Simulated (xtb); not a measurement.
## Geometry relaxation of C3H4ClO (part 2 of 2)

The same run, continued: C3H4ClO, multiplicity 2; GFN2-xTB, GBSA solvent ch2cl2 (xtb 6.7.1). 

Geometry of the input (Å):
```
C  -0.3485  0.8331  1.1266
C  0.2372  0.7006  -0.0709
Cl 0.8162  1.9922  -0.9080
C  0.2290  -0.5601  -0.7506
O  -0.2875  -1.6753  -0.2856
H  -0.2405  1.7736  1.6707
H  -0.8089  -0.0016  1.7040
H  0.5503  -0.5038  -1.8171
H  -0.1517  -2.5125  -0.8609
```

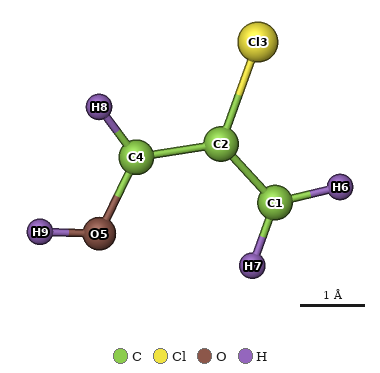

*The geometry at step 3 of the log (ball-and-stick view, seen at a tilt; atoms are numbered from 1 in the order of the input).*

Output, continued
```
........................................................................
.............................. CYCLE    5 ..............................
........................................................................

 iter      E             dE          RMSdq      gap      omega  full diag
   1    -17.1643284 -0.171643E+02  0.941E-02    3.82       0.0  T
   2    -17.1643326 -0.428941E-05  0.657E-02    3.83       1.0  T
   3    -17.1643346 -0.191033E-05  0.433E-02    3.82       1.0  T
   4    -17.1643404 -0.584432E-05  0.170E-02    3.83       2.0  T
   5    -17.1643409 -0.508716E-06  0.136E-02    3.83       2.4  T
   6    -17.1643415 -0.625857E-06  0.842E-03    3.83       4.0  T
   7    -17.1643419 -0.354595E-06  0.305E-03    3.83      10.9  T
   8    -17.1643419 -0.352212E-07  0.929E-04    3.83      35.9  T
   9    -17.1643419 -0.171841E-08  0.216E-04    3.83     154.3  T
     SCC iter.                  ...        0 min,  0.002 sec
     gradient                   ...        0 min,  0.001 sec
 * total energy  :   -17.0018326 Eh     change       -0.1787074E-03 Eh
   gradient norm :     0.0042925 Eh/α   predicted    -0.1820964E-03 (   1.90%)
   displ. norm   :     0.0314244 α      lambda       -0.4383889E-04
   maximum displ.:     0.0237964 α      in ANC's #3, #5, #2, ...

........................................................................
.............................. CYCLE    6 ..............................
........................................................................

 iter      E             dE          RMSdq      gap      omega  full diag
   1    -17.1643985 -0.171644E+02  0.354E-02    3.82       0.0  T
   2    -17.1643988 -0.304973E-06  0.218E-02    3.83       1.5  T
   3    -17.1643987  0.175306E-06  0.856E-03    3.82       3.9  T
   4    -17.1643990 -0.363586E-06  0.336E-03    3.82       9.9  T
   5    -17.1643990 -0.217955E-07  0.234E-03    3.82      14.2  T
   6    -17.1643991 -0.155848E-07  0.170E-03    3.82      19.6  T
   7    -17.1643991 -0.155514E-07  0.505E-04    3.82      66.0  T
   8    -17.1643991 -0.751630E-09  0.141E-04    3.82     235.9  T
     SCC iter.                  ...        0 min,  0.002 sec
     gradient                   ...        0 min,  0.001 sec
 * total energy  :   -17.0018595 Eh     change       -0.2687648E-04 Eh
   gradient norm :     0.0022269 Eh/α   predicted    -0.2194189E-04 ( -18.36%)
   displ. norm   :     0.0250314 α      lambda       -0.2117787E-04
   maximum displ.:     0.0146859 α      in ANC's #2, #1, #4, ...

   *** GEOMETRY OPTIMIZATION CONVERGED AFTER 6 ITERATIONS ***

------------------------------------------------------------------------
 total energy gain   :        -0.0156122 Eh       -9.7968 kcal/mol
 total RMSD          :         0.1388747 a0        0.0735 Å
 total power (kW/mol):        -6.8316161 (step)-1638.9838 (real)
------------------------------------------------------------------------

 ANCopt (total)                0 d,  0 h,  0 min,  0.025 sec
 optimizer setup                ...        0 min,  0.000 sec (  0.267%)
 model hessian                  ...        0 min,  0.000 sec (  1.038%)
 ANC generation                 ...        0 min,  0.000 sec (  0.512%)
 coordinate transformation      ...        0 min,  0.000 sec (  0.139%)
 single point calculation       ...        0 min,  0.023 sec ( 92.574%)
 optimization log               ...        0 min,  0.000 sec (  1.679%)
 hessian update                 ...        0 min,  0.000 sec (  0.135%)
 rational function              ...        0 min,  0.000 sec (  1.542%)

================
 final structure:
================
$coord angs
        0.64547859049767       -1.34269005576404       -0.01280651034686      C
        1.01746823074311       -0.03127389026701        0.00471751905001      C
        2.72088544107502        0.36275557641270        0.01371966352754      Cl
        0.17229425464656        1.06840375237696        0.02403255966669      C
       -1.17144075081222        0.89008740577525        0.02098364650141      O
        1.36756496543188       -2.13588265222714       -0.02305061526346      H
       -0.40096857416073       -1.58455440753386       -0.01612368859982      H
        0.56532573858622        2.07183717309733        0.04396754268318      H
       -1.61853059489193        1.74734701958810        0.02561310445651      H
$eht charge=0 unpaired=1
$end

 Bond Distances (Angstroems)
 ---------------------------
C1-C2=1.3633         C1-H6=1.0727         C1-H7=1.0740         C2-C1=1.3633         C2-Cl3=1.7484        C2-C4=1.3871
Cl3-C2=1.7484        C4-C2=1.3871         C4-O5=1.3555         C4-H8=1.0778         O5-C4=1.3555         O5-H9=0.9669
H6-C1=1.0727         H7-C1=1.0740         H8-C4=1.0778         H9-O5=0.9669
 C  H  Rav=1.0749 sigma=0.0022  Rmin=1.0727  Rmax=1.0778     3
 C  C  Rav=1.3752 sigma=0.0119  Rmin=1.3633  Rmax=1.3871     2
 O  H  Rav=0.9669 sigma=0.0000  Rmin=0.9669  Rmax=0.9669     1
 O  C  Rav=1.3555 sigma=0.0000  Rmin=1.3555  Rmax=1.3555     1
 Cl C  Rav=1.7484 sigma=0.0000  Rmin=1.7484  Rmax=1.7484     1

 selected bond angles (degree)
 --------------------
H6-C1-C2=121.85                H7-C1-C2=118.85                H7-C1-H6=119.30                Cl3-C2-C1=118.86
C4-C2-C1=126.62                C4-C2-Cl3=114.51               O5-C4-C2=119.98                H8-C4-C2=121.07
H8-C4-O5=118.95                H9-O5-C4=109.98

 selected dihedral angles (degree)
 ---------------------------------
Cl3-C2-C1-H6=359.88           Cl3-C2-C1-H7=179.87           C4-C2-C1-H6=180.26            C4-C2-C1-H7=  0.24
O5-C4-C2-C1=359.72            O5-C4-C2-Cl3=180.08           H8-C4-C2-C1=179.57            H8-C4-C2-Cl3=359.93
H9-O5-C4-C2=180.66            H9-O5-C4-H8=  0.80
           -------------------------------------------------
          |                Final Singlepoint                |
           -------------------------------------------------

          ...................................................
          :                      SETUP                      :
          :.................................................:
          :  # basis functions                  30          :
          :  # atomic orbitals                  29          :
          :  # shells                           15          :
          :  # electrons                        29          :
          :  max. iterations                   250          :
          :  Hamiltonian                  GFN2-xTB          :
          :  restarted?                      false          :
          :  GBSA solvation                   true          :
          :  PC potential                    false          :
          :  electronic temp.          300.0000000     K    :
          :  accuracy                    1.0000000          :
          :  -> integral cutoff          0.2500000E+02      :
          :  -> integral neglect         0.1000000E-07      :
          :  -> SCF convergence          0.1000000E-05 Eh   :
          :  -> wf. convergence          0.1000000E-03 e    :
          :  Broyden damping             0.4000000          :
          :  net charge                          0          :
          :  unpaired electrons                  1          :
          ...................................................

 iter      E             dE          RMSdq      gap      omega  full diag
   1    -17.1643991 -0.171644E+02  0.920E-05    3.82       0.0  T
   2    -17.1643991 -0.757794E-11  0.726E-05    3.82     459.4  T
   3    -17.1643991 -0.531841E-11  0.482E-05    3.82     691.7  T

   *** convergence criteria satisfied after 3 iterations ***

         #    Occupation            Energy/Eh            Energy/eV
      -------------------------------------------------------------
         1        2.0000           -1.0608810             -28.8680
       ...           ...                  ...                  ...
         9        2.0000           -0.5111935             -13.9103
        10        2.0000           -0.4736776             -12.8894
        11        2.0000           -0.4707847             -12.8107
        12        2.0000           -0.4596759             -12.5084
        13        2.0000           -0.4257026             -11.5840
        14        2.0000           -0.4085995             -11.1186
        15        1.0000           -0.3227996              -8.7838 (HOMO)
        16                         -0.1822519              -4.9593 (LUMO)
        17                         -0.1498613              -4.0779
        18                          0.0109778               0.2987
        19                          0.0170343               0.4635
        20                          0.0171556               0.4668
       ...                                ...                  ...
        29                          0.5547287              15.0949
      -------------------------------------------------------------
                  HL-Gap            0.1405477 Eh            3.8245 eV
             Fermi-level           -0.3091126 Eh           -8.4114 eV

 SCC (total)                   0 d,  0 h,  0 min,  0.003 sec
 SCC setup                      ...        0 min,  0.000 sec (  9.872%)
 Dispersion                     ...        0 min,  0.000 sec (  0.884%)
 classical contributions        ...        0 min,  0.000 sec (  0.239%)
 integral evaluation            ...        0 min,  0.001 sec ( 18.543%)
 iterations                     ...        0 min,  0.001 sec ( 30.906%)
 molecular gradient             ...        0 min,  0.001 sec ( 35.338%)
 printout                       ...        0 min,  0.000 sec (  3.782%)

         :::::::::::::::::::::::::::::::::::::::::::::::::::::
         ::                     SUMMARY                     ::
         :::::::::::::::::::::::::::::::::::::::::::::::::::::
         :: total energy             -17.001859458721 Eh    ::
         :: w/o Gsasa/hb/shift       -16.996272257162 Eh    ::
         :: gradient norm              0.002818557800 Eh/a0 ::
         :: HOMO-LUMO gap              3.824497530215 eV    ::
         ::.................................................::
         :: SCC energy               -17.164395879018 Eh    ::
         :: -> isotropic ES            0.024427464628 Eh    ::
         :: -> anisotropic ES          0.000991353968 Eh    ::
         :: -> anisotropic XC          0.004959063670 Eh    ::
         :: -> dispersion             -0.005105540646 Eh    ::
         :: -> Gsolv                  -0.009401866107 Eh    ::
         ::    -> Gelec               -0.003814664548 Eh    ::
         ::    -> Gsasa               -0.010028030732 Eh    ::
         ::    -> Ghb                  0.000000000000 Eh    ::
         ::    -> Gshift               0.004440829173 Eh    ::
         :: repulsion energy           0.162536420298 Eh    ::
         :: add. restraining           0.000000000000 Eh    ::
         :: total charge               0.000000000000 e     ::
         :::::::::::::::::::::::::::::::::::::::::::::::::::::

           -------------------------------------------------
          |                Property Printout                |
           -------------------------------------------------

    * Orbital Energies and Occupations

         #    Occupation            Energy/Eh            Energy/eV
      -------------------------------------------------------------
         1        2.0000           -1.0608810             -28.8680
       ...           ...                  ...                  ...
         3        2.0000           -0.6623205             -18.0227
         4        2.0000           -0.6205727             -16.8866
         5        2.0000           -0.5996930             -16.3185
         6        2.0000           -0.5757072             -15.6658
         7        2.0000           -0.5376036             -14.6289
         8        2.0000           -0.5268289             -14.3357
         9        2.0000           -0.5111935             -13.9103
        10        2.0000           -0.4736776             -12.8894
        11        2.0000           -0.4707847             -12.8107
        12        2.0000           -0.4596759             -12.5084
        13        2.0000           -0.4257026             -11.5840
        14        2.0000           -0.4085995             -11.1186
        15        1.0000           -0.3227996              -8.7838 (HOMO)
        16                         -0.1822519              -4.9593 (LUMO)
        17                         -0.1498613              -4.0779
        18                          0.0109778               0.2987
        19                          0.0170343               0.4635
        20                          0.0171556               0.4668
        21                          0.0287957               0.7836
        22                          0.0673652               1.8331
        23                          0.1054173               2.8686
        24                          0.1370429               3.7291
        25                          0.1646947               4.4816
        26                          0.2725473               7.4164
       ...                                ...                  ...
        29                          0.5547287              15.0949
      -------------------------------------------------------------
                  HL-Gap            0.1405477 Eh            3.8245 eV
             Fermi-level           -0.3091126 Eh           -8.4114 eV

     #   Z          covCN         q      C6AA      α(0)
     1   6          2.882    -0.111    30.797     9.098
     2   6          2.851     0.087    26.061     8.367
     3  17          0.993    -0.223   106.204    15.766
     4   6          2.829     0.073    26.361     8.413
     5   8          1.659    -0.355    19.998     6.037
     6   1          0.926     0.062     2.180     2.309
     7   1          0.926     0.075     2.036     2.232
     8   1          0.926     0.054     2.268     2.355
     9   1          0.805     0.338     0.616     1.233

 Mol. C6AA /au·bohr⁶  :       1274.267178
 Mol. C8AA /au·bohr⁸  :      35848.050906
 Mol. α(0) /au        :         55.809776

Wiberg/Mayer (AO) data.
largest (>0.10) Wiberg bond orders for each atom

 ---------------------------------------------------------------------------
     #   Z sym  total        # sym  WBO       # sym  WBO       # sym  WBO
 ---------------------------------------------------------------------------
     1   6      3.796 --     2      1.541     6      0.978     7      0.967
                             4      0.195
     2   6      3.902 --     1      1.541     4      1.366     3      0.931
     3  17      1.046 --     2      0.931
     4   6      3.744 --     2      1.366     5      1.178     8      0.967
                             1      0.195
     5   8      2.185 --     4      1.178     9      0.871
     6   1      0.996 --     1      0.978
     7   1      0.994 --     1      0.967
     8   1      0.997 --     4      0.967
     9   1      0.885 --     5      0.871
 ---------------------------------------------------------------------------

Topologies differ in total number of bonds
Writing topology from bond orders to xtbtopo.mol

molecular dipole:
                 x           y           z       tot (Debye)
 q only:       -1.178       0.531       0.003
   full:       -1.049       0.784       0.007       3.328
molecular quadrupole (traceless):
                xx          xy          yy          xz          yz          zz
 q only:       -6.118      -4.121       6.559      -0.065       0.092      -0.442
  q+dip:       -6.552      -5.226       8.887      -0.066       0.158      -2.335
   full:       -5.869      -4.946       7.575      -0.060       0.126      -1.705

           -------------------------------------------------
          |                Geometry Summary                 |
           -------------------------------------------------

      molecular mass/u    :       91.5163132
   center of mass at/Å    :        1.0891647       0.2571252       0.0114108
  moments of inertia/u·Å² :        0.5839673E+02   0.2014783E+03   0.2598747E+03
rotational constants/cm⁻¹ :        0.2886743E+00   0.8366973E-01   0.6486832E-01

 * 8 selected distances

     #   Z          #   Z                                           value/Å
     1   6          2   6                                         1.3632667
     2   6          3  17                                         1.7484196 (max)
     2   6          4   6                                         1.3870773
     4   6          5   8                                         1.3555184
     1   6          6   1                                         1.0726921
     1   6          7   1                                         1.0740397
     4   6          8   1                                         1.0778451
     5   8          9   1                                         0.9668531 (min)

 * 5 distinct bonds (by element types)

   Z      Z             #   av. dist./Å        max./Å        min./Å
   1 H    6 C           3     1.0748590     1.0778451     1.0726921
   6 C    6 C           2     1.3751720     1.3870773     1.3632667
   1 H    8 O           1     0.9668531     0.9668531     0.9668531
   6 C    8 O           1     1.3555184     1.3555184     1.3555184
   6 C   17 Cl          1     1.7484196     1.7484196     1.7484196

optimized geometry written to: xtbopt.coord

           -------------------------------------------------
          | TOTAL ENERGY              -17.001859458721 Eh   |
          | GRADIENT NORM               0.002292122034 Eh/α |
          | HOMO-LUMO GAP               3.824497530215 eV   |
           -------------------------------------------------

------------------------------------------------------------------------
------------------------------------------------------------------------
 total:
 *  cpu-time:     0 d,  0 h,  0 min,  0.042 sec
 * ratio c/w:     1.000 speedup
 SCF:
 *  cpu-time:     0 d,  0 h,  0 min,  0.005 sec
 * ratio c/w:     1.000 speedup
 ANC optimizer:
 *  cpu-time:     0 d,  0 h,  0 min,  0.029 sec
 * ratio c/w:     1.000 speedup
```

Standard error
```
normal termination of xtb
```

Trajectory as extended XYZ (Å, eV, eV/Å), 6 frames, from step=0 to step=5
```
9
Properties=species:S:1:pos:R:3 step=0 energy=-462.21934
C     0.6488   -1.3408    0.0214
C     1.0722   -0.0723   -0.0583
Cl    2.6670    0.3225    0.0112
C     0.1358    1.0113   -0.0355
O    -1.1714    0.8901    0.0210
H     1.3701   -2.1513   -0.1015
H    -0.4209   -1.6531    0.0396
H     0.6035    2.0135    0.1080
H    -1.7106    1.7594   -0.0417
9
Properties=species:S:1:pos:R:3 step=1 energy=-462.52970
C     0.6396   -1.3578   -0.0169
C     1.0471   -0.0583   -0.0108
Cl    2.6780    0.3377   -0.0176
C     0.1522    1.0352    0.0130
O    -1.1714    0.8901    0.0210
H     1.3618   -2.1620   -0.0803
H    -0.4038   -1.6410    0.0169
H     0.5893    2.0387    0.0789
H    -1.6707    1.7388   -0.0522
9
Properties=species:S:1:pos:R:3 step=2 energy=-462.62500
C     0.6361   -1.3538   -0.0132
C     1.0205   -0.0393    0.0265
Cl    2.6936    0.3548   -0.0277
C     0.1679    1.0576    0.0444
O    -1.1714    0.8901    0.0210
H     1.3590   -2.1452   -0.0580
H    -0.3976   -1.6059    0.0104
H     0.5744    2.0545    0.0798
H    -1.6282    1.7282   -0.0390
9
Properties=species:S:1:pos:R:3 step=3 energy=-462.63857
C     0.6398   -1.3457   -0.0170
C     1.0183   -0.0326    0.0105
Cl    2.7038    0.3615   -0.0116
C     0.1707    1.0645    0.0393
O    -1.1714    0.8901    0.0210
H     1.3656   -2.1376   -0.0350
H    -0.4019   -1.5897   -0.0025
H     0.5677    2.0661    0.0673
H    -1.6197    1.7406   -0.0112
9
Properties=species:S:1:pos:R:3 step=4 energy=-462.64343
C     0.6458   -1.3413   -0.0081
C     1.0182   -0.0295    0.0097
Cl    2.7188    0.3646    0.0100
C     0.1728    1.0693    0.0298
O    -1.1714    0.8901    0.0210
H     1.3668   -2.1324   -0.0304
H    -0.4016   -1.5809   -0.0133
H     0.5631    2.0753    0.0454
H    -1.6158    1.7498    0.0189
9
Properties=species:S:1:pos:R:3 step=5 energy=-462.64416
C     0.6455   -1.3427   -0.0128
C     1.0175   -0.0313    0.0047
Cl    2.7209    0.3628    0.0137
C     0.1723    1.0684    0.0240
O    -1.1714    0.8901    0.0210
H     1.3676   -2.1359   -0.0231
H    -0.4010   -1.5845   -0.0161
H     0.5653    2.0718    0.0440
H    -1.6185    1.7473    0.0256
```

Summary

| quantity | value |
| --- | --- |
| outcome | converged |
| electrons treated | 29 |
| total energy | −17.001859 hartree |
| dispersion energy | −0.005106 hartree |
| solvation energy | −0.009402 hartree |
| basis functions | 30 |
| dipole moment | 3.33 D |
| hardware | 1 thread of Arm Neoverse V1, 24 GiB of memory available, shared host |
| peak memory | 0.074 GiB |

Notes

Settings chosen away from the usual ones: method = gfn2-xtb; task = optimise; x = {"hlow": 0.001, "surface_grid": "tight"}; geo = {"rattle": 0.05}; partner = base; sm = GBSA; solvent = ch2cl2; opt_level = sloppy; fix = [4].
